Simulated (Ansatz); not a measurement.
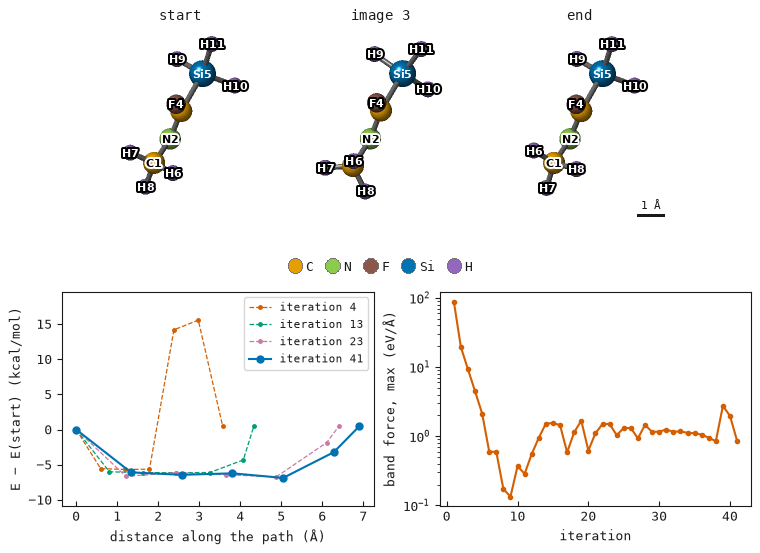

A nudged-elastic-band calculation for C2H6FNSi. Images are numbered from 0 (start) to 6 (end). The plot follows the band through its iterations. The picture is a ball-and-stick view, seen from a free direction.

Method: Ansatz 0.2.0, RKS B3LYP/6-31G*. Settings: 5 movable images; climbing image; force threshold 0.05 eV/Å; iteration limit 41; starting path through a guess of the saddle point; end points as typed, not relaxed.

Question: How did the profile develop, and is the result final?

Answer: The result isn't final. The band hadn't converged when the run stopped after 41 iterations. The largest component of the band force went from 88 to 0.86 eV/Å. The end points weren't relaxed, so energies relative to them aren't barriers between minima. The first iteration put the highest image at 726.1 kcal/mol. Relative to the start the highest point is image 6 at +0.5 kcal/mol and the end lies at +0.5 kcal/mol, but the profile dips to −6.9 kcal/mol at image 4 on the way, so there may be an intermediate minimum, or an end is no minimum.

The run took 25 min on 1 thread of AMD EPYC (Zen 3), with other jobs on the host, peak memory 0.21 GiB.
